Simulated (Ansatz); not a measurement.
C2H6B (SMILES C=[BH-]C) (charge −1)

Input file:

```
crystal:
  periodic: [false, false, false]
  atoms:
    - symbol: C
      position_ang: [-2.363870, -1.658290, 2.373039]
    - symbol: C
      position_ang: [-0.349103, -0.312702, 1.147677]
    - symbol: B
      position_ang: [-1.107417, -1.653223, 1.634758]
    - symbol: H
      position_ang: [-2.882153, -2.569930, 2.705836]
    - symbol: H
      position_ang: [-2.896671, -0.734594, 2.657400]
    - symbol: H
      position_ang: [-0.539013, -2.716209, 1.333890]
    - symbol: H
      position_ang: [-0.894258, 0.603783, 1.439360]
    - symbol: H
      position_ang: [-0.220532, -0.282122, 0.047765]
    - symbol: H
      position_ang: [0.672660, -0.234838, 1.568650]
basis:
  gaussian:
    orbitals: def2-TZVPD
hamiltonian:
  xc: pbe0
output: {forces: true, orbitals: {seedname: orbitals}}
total_charge: -1
```

Command:

```sh
ansatz run input.yaml --threads 2 --pin off --max-ram 4350MiB --events-out events.jsonl --progress --plain --runs-dir runs
```

Geometry: PBE0-D3(BJ)/def2-SVPD; the highest occupied orbital lies above zero, a sign that basis and functional describe the outermost electron poorly.

All numbers below come from isolated molecule in a Gaussian basis; Kohn-Sham density functional theory, functional PBE0 in Ansatz.

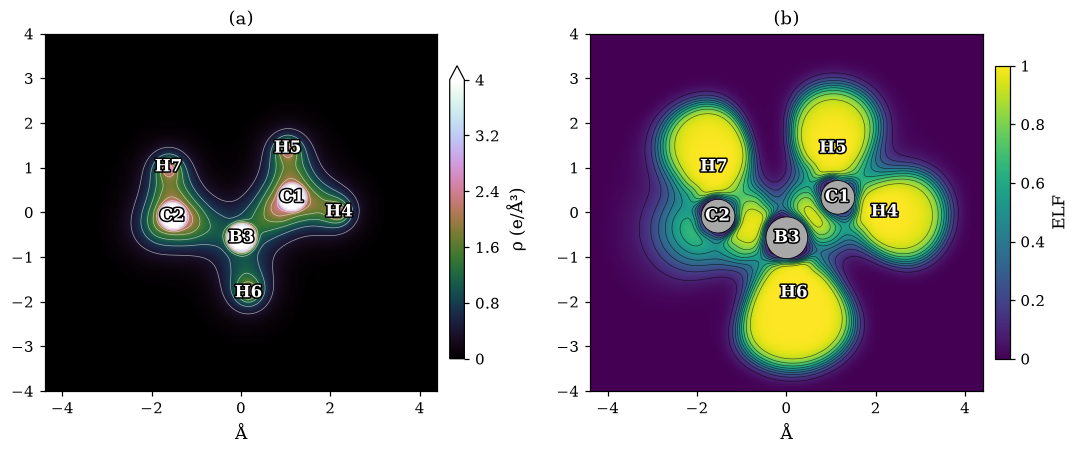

Figure 1. (a) total electron density; (b) electron localisation function on the plane of atoms B3, C2 and H7. Grey discs cover the atomic cores in the ELF map.

Read the bonding off the picture.

- The plane passes through C, B and H nuclei.
- C–B (1.46 Å): ρ is about 1.7 e/Å³ halfway; the ELF peaks at about 0.95 between the atoms; localised, covalent bonding.
- C–H (1.10 Å): ρ is about 1.9 e/Å³ halfway; the ELF climbs to about 1 towards the hydrogen, as it does in any bond to H; an ordinary covalent bond to hydrogen.
- C–B (1.62 Å): ρ at the midpoint is about 1.3 e/Å³; the ELF peaks at about 1 between the atoms: localised, covalent bonding.
- B–H (1.24 Å): ρ is about 1.1 e/Å³ halfway; the ELF climbs to about 1 towards the hydrogen: a covalent bond by its length.

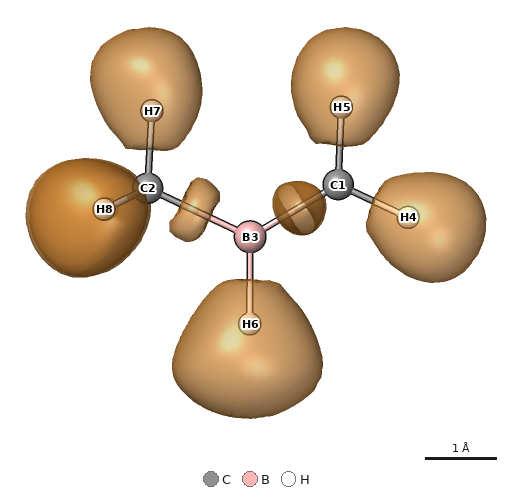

Figure 2. Isosurface of the electron localisation function at 0.85 (orange), seen across its widest extent. Only the valence region is drawn (cores and ρ < 0.01 e/Å³ removed).

What do the ELF domains correspond to?

The ELF exceeds this value in two regions between bonded B–C atoms (shared pairs) and six regions around hydrogen nuclei.

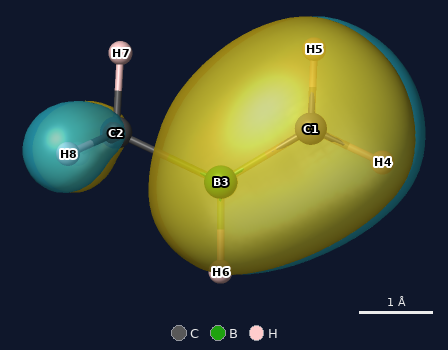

Figure 3. The HOMO at ±0.06 Å⁻³ᐟ² (yellow and cyan are the two phases), seen across its widest extent.

Describe this orbital and give its energy.

By Hirshfeld shares it lies mainly on C1 (about 55 %) and B3 (about 30 %); π-bonding across C1–B3. Its energy is 0.21 eV.
